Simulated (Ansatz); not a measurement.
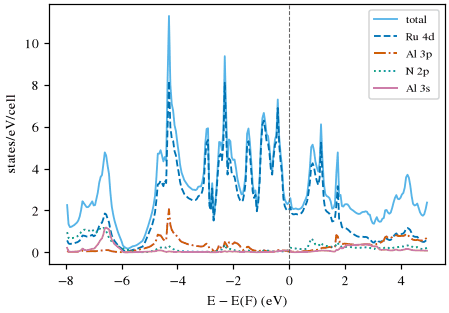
Figure. Total and projected density of states of AlRu3N (anti-perovskite, Pm-3m), DFT-PBEsol in the program Ansatz with PAW potentials

Question: Which orbitals carry the states next to the Fermi level?

Answer: Within 0.5 eV of the Fermi level: Ru 4d 90 %. Projections are on Löwdin-orthogonalised atomic valence shells; empty p or d shells of many metals are not among them.

Question: Where is the tallest occupied peak in this window, and what makes it?

Answer: Near -4.3 eV, about 11 states/eV per cell; the largest projected share is Ru 4d.

The start of the workflow was typed in or built on a structure type; neither database checked (COD, Materials Project) lists it. Its standing as an ambient phase is unchecked. The PBEsol relaxation kept the symmetry of its start; its stability against distortions is not shown here. The workflow began spin-polarised and lost its moments. Spin–orbit coupling is left out wherever it is not named.

Potentials: the earlier of the program's two PAW sets. The files were generated under PBE; for other functionals the program regenerates the frozen cores, and for LDA and PBEsol the local potential too.
